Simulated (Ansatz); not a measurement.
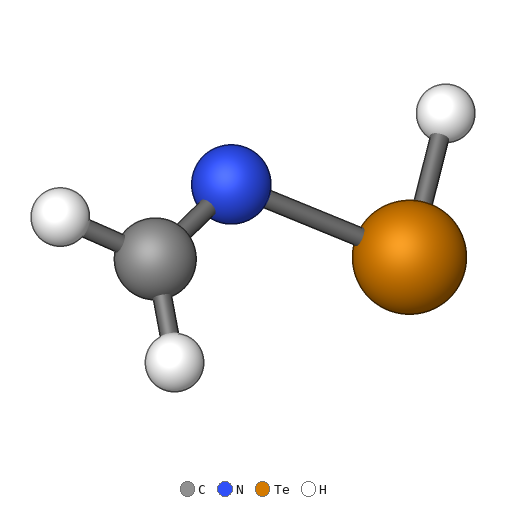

Rendered structure (ball-and-stick style). Every bond is drawn as one stick, whatever its order.

> Give the formula.

CH₃NTe, 6 atoms: 1 carbon, 3 hydrogen, 1 nitrogen and 1 tellurium.

> How many sets of symmetry-equivalent atoms are there?

6: 1 C, 1 N, 1 Te, 1 H, 1 H, 1 H.

> Which point group does it belong to?

Cs.

The parts below concern this one geometry. Atoms keep their numbers from picture to picture. Computed geometry: PBE0-D4/def2-TZVP optimisation. No frequency run is at hand to confirm it as a minimum.

## Electronic properties

No frequency run is at hand to confirm it as a minimum. Properties computed with RKS PBE0-D4/def2-TZVPP, core potentials on Te (Ansatz 0.2.0).

What does the calculation give?

- HOMO energy (Kohn–Sham orbital): −6.31 eV
- LUMO energy (Kohn–Sham orbital): −1.31 eV
- HOMO–LUMO gap: 5.00 eV

## Charges

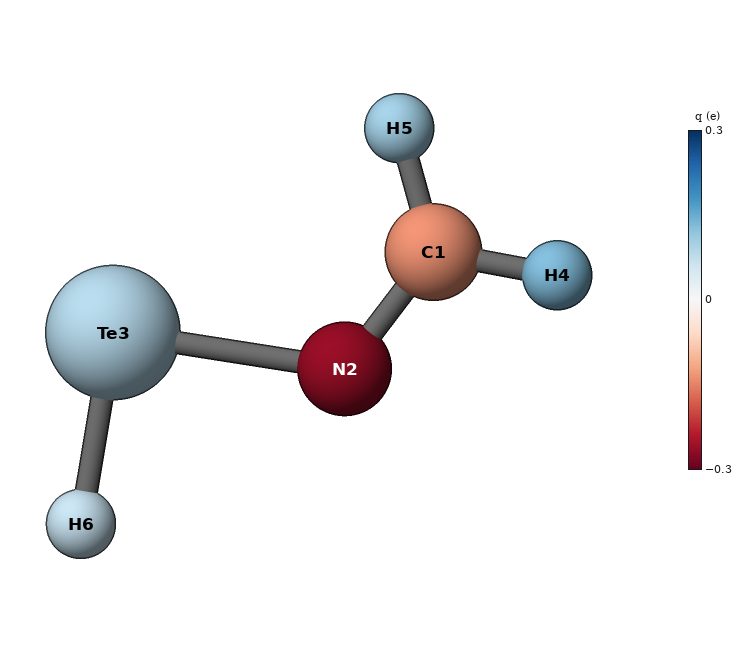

Atoms are coloured by their Mulliken charges. No frequency run is at hand to confirm it as a minimum. Method: RKS PBE0-D4/def2-TZVP, core potentials on Te (Ansatz 0.2.0).

> Which atom carries the highest charge (most positive or least negative)?

H4 (0.13 e).

> And the lowest?

N2 (−0.26 e).

List the Mulliken charges.

```csv
atom,value (e)
C1,−0.14
N2,−0.26
Te3,0.09
H4,0.13
H5,0.10
H6,0.07
```

## Dipole moment

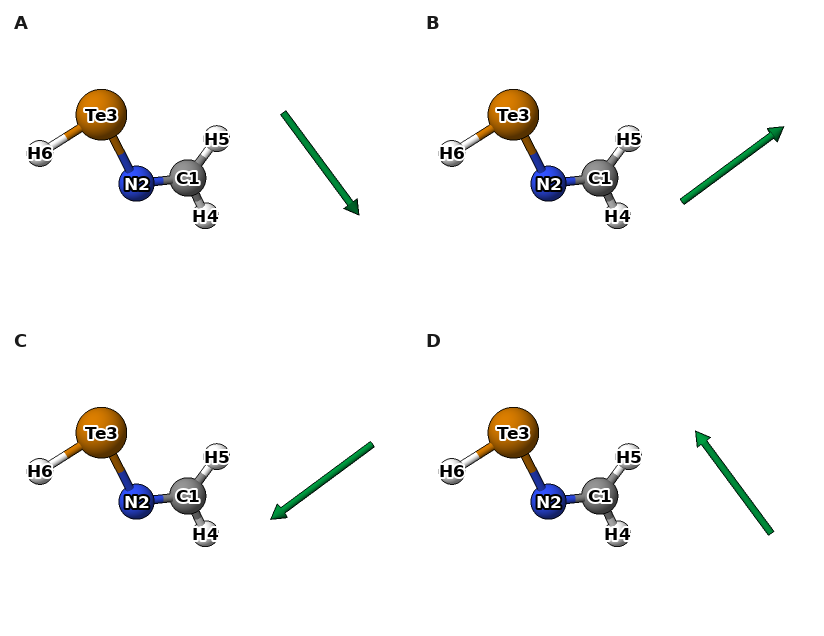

The same molecule four times, each with an arrow. No frequency run is at hand to confirm it as a minimum. Properties computed with RKS PBE0-D4/def2-TZVP, core potentials on Te (Ansatz 0.2.0).

> Which arrow points along the dipole moment, from the negative to the positive end?

B. The dipole moment is 1.31 D; it points from the side of H6 to the side of H5 (the outermost atoms at the two ends).

Mulliken values depend strongly on the basis set and can even reverse the polarity of a bond.
